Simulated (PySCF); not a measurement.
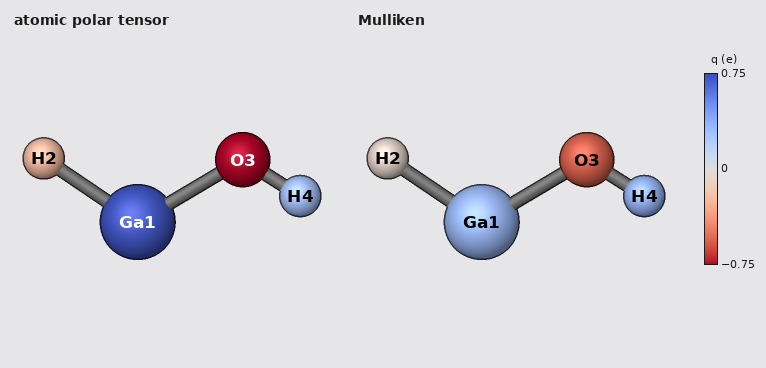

Atomic charges of one calculation by 2 schemes, on one colour scale. Charge 0, doublet. Computed geometry: PBE0/def2-TZVP optimisation. Level of theory: PBE0/def2-TZVP (PySCF 2.14.0).

Which scheme gives the most polar picture (largest mean size of the charges)?

Answer. The atomic polar tensor charges are the largest in size here.

On which atom do the schemes disagree most?

Answer. On Ga1 (from 0.29 to 0.70 e).

List the charges (e), one line for each set of equivalent atoms.

| atom | atomic polar tensor | Mulliken |
| --- | --- | --- |
| Ga1 | 0.70 | 0.29 |
| H2 | −0.21 | −0.06 |
| O3 | −0.75 | −0.55 |
| H4 | 0.26 | 0.31 |
